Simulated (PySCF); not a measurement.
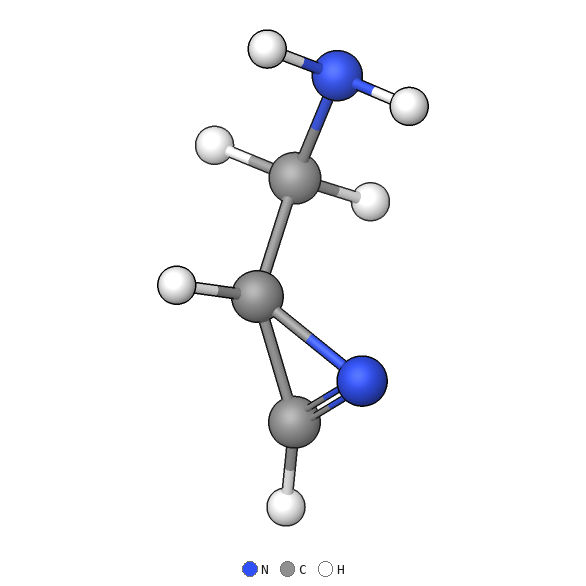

Multiple sticks mark multiple bonds (one Kekulé form).

The computed structure is the end point of a PBE0-D3(BJ)/def2-SVP optimisation. No frequency run is at hand to confirm it as a minimum.

> Which formula does it have?

C₃H₆N₂, 11 atoms: 3 carbon, 6 hydrogen and 2 nitrogen.

> Describe its rings.

Independent rings (smallest set): 1 of 3 members.

> Name some functional groups or characteristic bonds that it holds.

Among them: primary amine, imine.

> How many bonds of each kind are drawn?

4 C–H, 3 C–N, 2 C–C, 2 N–H.

> Write the SMILES.

NC[C@H]1C=N1

More results for the same structure follow; atom numbers are the same in all pictures, views and colours differ.

### Geometry

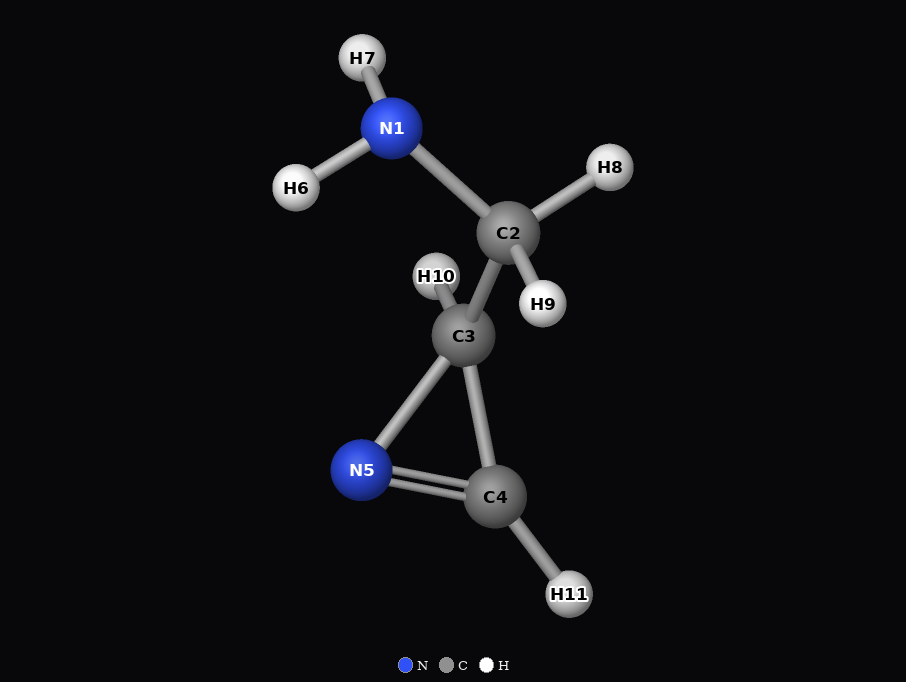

The atoms are numbered. No frequency run is at hand to confirm it as a minimum.

Give these bond angles: N1–C2–H8, N1–C2–H9, C2–N1–H6, C2–C3–C4, C2–C3–N5, C2–C3–H10, C3–C4–N5, C3–C4–H11, C4–C3–N5, C4–C3–H10, N5–C3–H10, N5–C4–H11.

```
    angle  degrees
 N1–C2–H8    108.8
 N1–C2–H9    108.8
 C2–N1–H6    109.3
 C2–C3–C4    124.0
 C2–C3–N5    117.8
C2–C3–H10    114.7
 C3–C4–N5     68.2
C3–C4–H11    153.1
 C4–C3–N5     49.8
C4–C3–H10    118.9
N5–C3–H10    114.6
N5–C4–H11    138.7
```

### Levels of theory compared

No frequency run is at hand to confirm it as a minimum. Program: PySCF 2.14.0.

Compare dipole (D) at these levels: B3LYP/pcJ-1; PBE0/pcSseg-1; mPW1PW91/pcSseg-2; ωB97X-D/def2-SVPD.

```tsv
level	dipole (D)
B3LYP/pcJ-1	2.27
PBE0/pcSseg-1	2.28
mPW1PW91/pcSseg-2	2.26
ωB97X-D/def2-SVPD	2.35
```

### Excitation

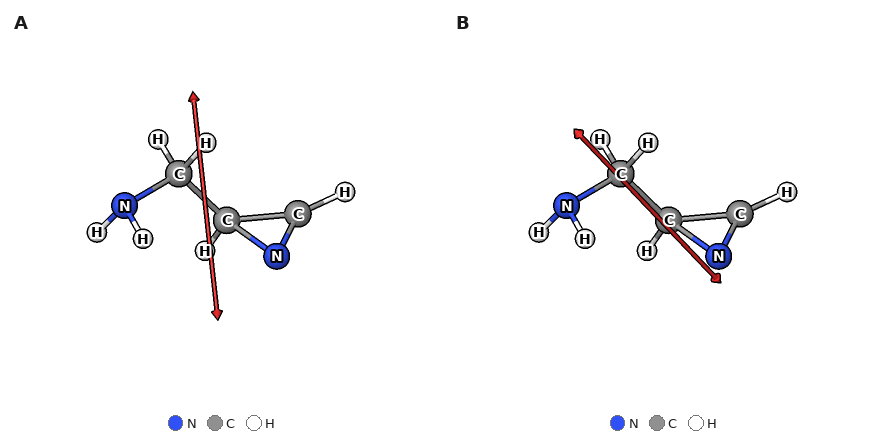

The double arrows show the directions of two transition dipoles from the ground state (lengths mean nothing). No frequency run is at hand to confirm it as a minimum. Level of theory: TDDFT ωB97X-D/def2-SVPD, vertical, gas phase, core orbitals frozen in the response (PySCF 2.14.0).

> One belongs to singlet state 3 and one to singlet state 6. Which is which?

A: state 6, 7.85 eV (158 nm), oscillator strength 0.023, of mixed character, with the largest part HOMO → LUMO+1 (weight 0.41).
B: state 3, 6.85 eV (181 nm), oscillator strength 0.036, mainly HOMO → LUMO+2 (weight 0.62).

### NMR shielding

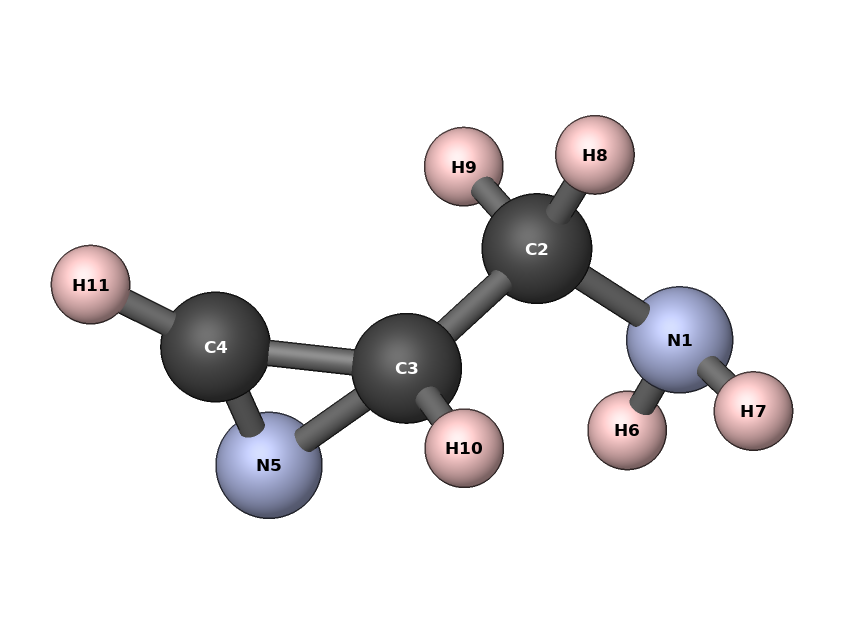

No frequency run is at hand to confirm it as a minimum. Properties computed with GIAO mPW1PW91/pcSseg-2 NMR shielding, non-relativistic, gas phase (PySCF 2.14.0). Principal shieldings σ11 ≤ σ22 ≤ σ33, span Ω = σ33 − σ11, skew κ = 3(σiso − σ22)/Ω.

> Which N atom has the most anisotropic shielding?

N5, with a span of 720 ppm.

Give the shielding tensors of the N atoms.

```
atom     σ11     σ22    σ33    σiso      Ω      κ
  N1   206.7   234.4  249.0   230.1   42.3  −0.31
  N5  −418.1  −185.1  302.3  −100.3  720.4   0.35
```

Shieldings and span in ppm.
